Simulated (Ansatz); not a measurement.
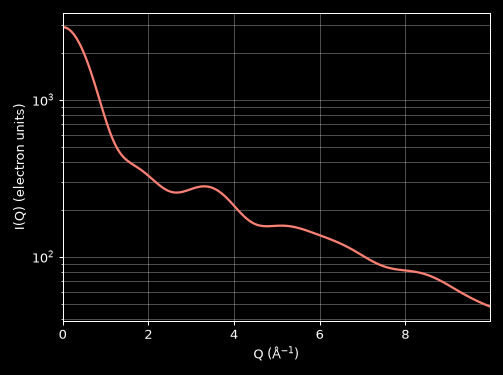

Elastic X-ray scattering of a randomly oriented, rigid molecule, calculated with the Debye equation from neutral-atom form factors (independent atoms, no Compton part, no vibration). The geometry is the end point of an optimisation (Ansatz 0.2.0, UKS r2SCANh/6-31G); it may be a saddle point or a higher isomer. It contains C, Si, Al, S, H.

### How many electrons does the independent-atom model of the molecule hold?

I(0) is the square of the electron number: I(0) = 2910, so about 54 electrons, the count of CH5AlSSi.

### What radius of gyration does the initial fall-off give?

From I(Q) ≈ I(0) exp(−Q²R²/3) at small Q, R ≈ 2.18 Å. It is larger than the electron-weighted radius of the nuclear positions alone (2.04 Å), because each atom's electron cloud adds to it.
